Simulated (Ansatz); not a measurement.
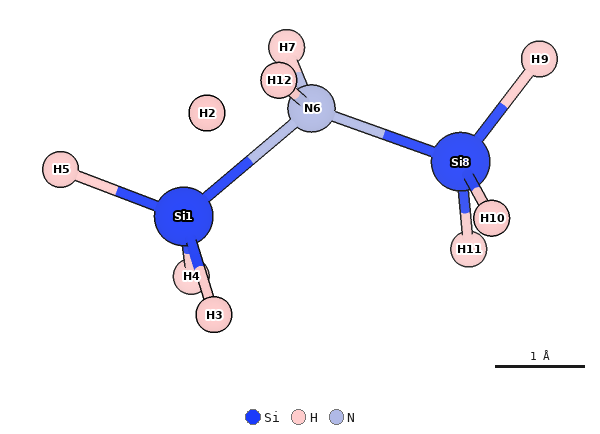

Fig. 1: The structure (ball-and-stick view, seen at an oblique angle; atoms are numbered from 1 in the order of the input).

Frequency calculation, with input and output: Si2NH9

The run: frequency calculation of Si2NH9. Method and program: RKS B3LYP-D4/6-31G* (Ansatz 0.2.0).

It belongs to a series of runs on one base structure; here: vibrations at the highest image of the band. Figures and captions count atoms from 1; the log counts them from 0 in places.

Input
```yaml
crystal:
  periodic: [false, false, false]
  atoms:
    - { symbol: Si, position_ang: [-0.358992, 0.097551, -0.07865] }
    - { symbol: H, position_ang: [0.103277, -1.13781, 1.292895] }
    - { symbol: H, position_ang: [0.748178, 0.938447, 0.434643] }
    - { symbol: H, position_ang: [-1.104212, 1.059625, -0.980489] }
    - { symbol: H, position_ang: [-0.047123, -1.012292, -1.011874] }
    - { symbol: "N", position_ang: [-1.847118, -0.115442, 1.119288] }
    - { symbol: H, position_ang: [-2.606212, -0.636821, 0.672172] }
    - { symbol: Si, position_ang: [-2.405645, 1.25009, 2.138693] }
    - { symbol: H, position_ang: [-3.551437, 0.789594, 2.960415] }
    - { symbol: H, position_ang: [-1.251931, 1.608548, 2.993742] }
    - { symbol: H, position_ang: [-2.812544, 2.406621, 1.305898] }
    - { symbol: H, position_ang: [-1.006041, -0.848011, 1.560666] }
basis:
  gaussian: { orbitals: "6-31G*" }
hamiltonian:
  xc: b3lyp
  dispersion: d4
phonons: {}
```

Launch command:
```bash
ansatz run input.yaml --threads 1 --pin off --max-ram 2048MiB --backend cpu --events-out ev --progress --plain --runs-dir out
```

Output
```
Engine: ansatz 0.2.0, x86_64-unknown-linux-gnu
Functional definition: B3LYP
  parameter a0 = 0.2
  parameter ax = 0.72
  parameter ac = 0.81
  exchange = (1 - a0 - ax)*slater_x + ax*b88_x + a0*exact_x
  correlation = (1 - ac)*vwn_rpa_c + ac*lyp_c
817 factors; integrals over basis functions are off by at most 5.5e-4 eV
mean field evaluation 1: about -17385.6485 eV, gradient 4.7e1 eV
mean field evaluation 2: about -17378.4450 eV, gradient 7.2e1 eV
mean field evaluation 4: about -17389.9290 eV, gradient 1.2e0 eV
mean field evaluation 8: about -17389.9500 eV, gradient 9.2e-3 eV
mean field -17389.94999379 eV, -639.0688749402 hartree, gradient 1.0e-5 eV, S^2 0.000000; 0 other end points of the search recorded, 0 dependent functions left out
the calculation of the forces begins
reference -17389.95025541 eV, -639.0688845548 hartree; 22, 22 occupied and 49, 49 virtual orbitals, 817 factors
these checks for a lower state are left out or cut short: stability, starts, cluster_reference, orbital_swaps, neighbouring_geometries, increment
817 factors; integrals over basis functions are off by at most 5.5e-4 eV
mean field evaluation 16: about -17389.9500 eV, gradient 8.9e-2 eV
mean field -17389.94999374 eV, -639.0688749386 hartree, gradient 1.6e-6 eV, S^2 0.000000; 0 other end points of the search recorded, 0 dependent functions left out
[... from here on the field's lines of each further geometry are left out, up to the last ...]
the calculation of the forces begins
reference -17389.95022361 eV, -639.0688833861 hartree; 22, 22 occupied and 49, 49 virtual orbitals, 817 factors
these checks for a lower state are left out or cut short: stability, starts, cluster_reference, orbital_swaps, neighbouring_geometries, increment
817 factors; integrals over basis functions are off by at most 5.5e-4 eV
mean field -17389.94997162 eV, -639.0688741257 hartree, gradient 2.2e-6 eV, S^2 0.000000; 0 other end points of the search recorded, 0 dependent functions left out
the calculation of the forces begins
reference -17389.95023324 eV, -639.0688837401 hartree; 22, 22 occupied and 49, 49 virtual orbitals, 817 factors
WARN: phonons: modes at or below zero, which the zero-point energy, F, S and C_V leave out: 1, the lowest at -1463.59 cm⁻¹. A minimum has none, and a first-order saddle one
Total energy: -17390.36067987 eV, -639.0839673754 hartree
Atom 0 at    -0.358992     0.097551    -0.078650 Å, force    -0.003811    -0.002517    -0.000762 eV/Å
Atom 1 at     0.103277    -1.137810     1.292895 Å, force     0.001135     0.003247     0.001525 eV/Å
Atom 2 at     0.748178     0.938447     0.434643 Å, force     0.000285    -0.000626     0.000535 eV/Å
Atom 3 at    -1.104212     1.059625    -0.980489 Å, force     0.001057    -0.000136    -0.000009 eV/Å
Atom 4 at    -0.047123    -1.012292    -1.011874 Å, force    -0.000148     0.001030    -0.000675 eV/Å
Atom 5 at    -1.847118    -0.115442     1.119288 Å, force     0.001829     0.002438    -0.000082 eV/Å
Atom 6 at    -2.606212    -0.636821     0.672172 Å, force     0.000076     0.000195    -0.000297 eV/Å
Atom 7 at    -2.405645     1.250090     2.138693 Å, force    -0.000167    -0.000491    -0.000513 eV/Å
Atom 8 at    -3.551437     0.789594     2.960415 Å, force    -0.000079    -0.000047     0.000081 eV/Å
Atom 9 at    -1.251931     1.608548     2.993742 Å, force     0.000010     0.000134     0.000392 eV/Å
Atom 10 at    -2.812544     2.406621     1.305898 Å, force     0.000018     0.000392     0.000113 eV/Å
Atom 11 at    -1.006041    -0.848011     1.560666 Å, force    -0.000204    -0.003620    -0.000310 eV/Å
Dipole moment:    -0.610190     0.121963     0.159161 e Å
Vibrations: -1463.59 77.47 148.12 166.53 296.67 495.20 586.95 680.69 702.62 705.78 750.53 800.79 907.77 932.13 946.80 965.25 979.50 1034.30 1079.58 1111.74 1458.27 1541.43 1788.52 2087.80 2236.93 2270.83 2271.51 2282.52 2299.23 3478.85 cm⁻¹, zero-point energy 2.174948 eV
```

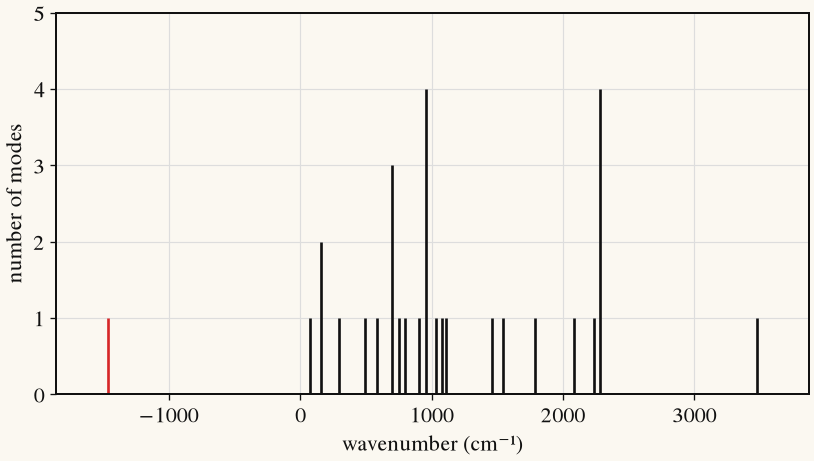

Fig. 2: Harmonic vibrational wavenumbers from the force constants; neighbouring modes closer than 22 cm⁻¹ are counted in one stick, and imaginary ones are drawn at negative wavenumbers. 30 modes from 1464i to 3479 cm⁻¹, 1 imaginary beyond 8i (1464i cm⁻¹): a first-order saddle point, if the geometry is stationary.

Key numbers

| quantity | value |
| --- | --- |
| outcome | converged |
| total energy | −17390.3607 eV |
| mean-field energy | −17389.9503 eV |
| largest force (length of the vector) | 0.005 eV/Å |
| hardware | 1 thread of Intel Xeon (Granite Rapids), 32 GiB of memory available, shared host |
| wall time | 100 s |
| peak memory | 0.16 GiB |
